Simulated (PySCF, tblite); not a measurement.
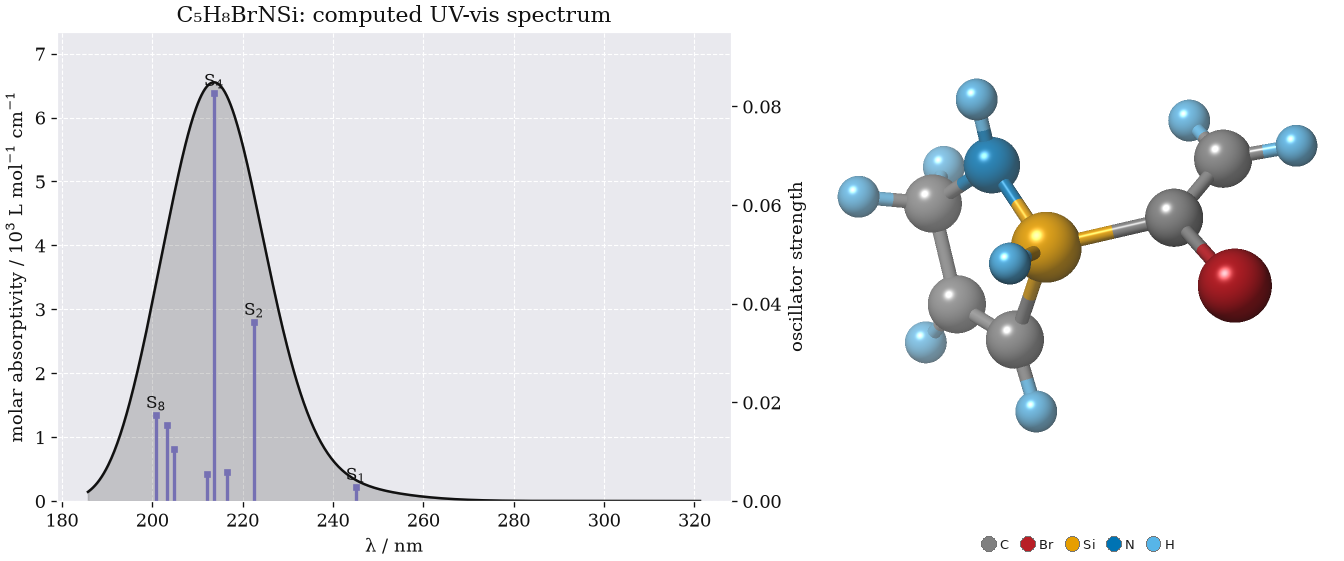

Computed absorption of C₅H₈BrNSi, SMILES C=C(Br)[Si@@H]1C=CCN1. Vertical TDDFT excitations, PBE0/def2-SVPD, PySCF, at a GFN2-xTB geometry (a minimum by its frequencies), gas phase. Only the first 8 singlet excitations are included; each is broadened by a Gaussian of 1/e half-width 0.33 eV. Sticks give oscillator strengths (right axis).

Where is the lowest singlet, and is it bright?

S1 lies at 5.06 eV (245 nm) with f = 0.003, mainly HOMO → LUMO (98 %); it is dark or nearly so.

Which of the computed transitions is the brightest, and what character does the calculation give it?

S4 at 5.80 eV (214 nm), f = 0.083, mainly HOMO−1 → LUMO (80 %) (S5 lies within 0.06 eV, too close to order).

Known limits of this run: the tight-binding geometry is rougher than a DFT one and adds to the error; spin-orbit coupling is left out, and with Br it can shift these levels and split any degenerate set; one conformer of a flexible molecule; core orbitals are frozen in the response.
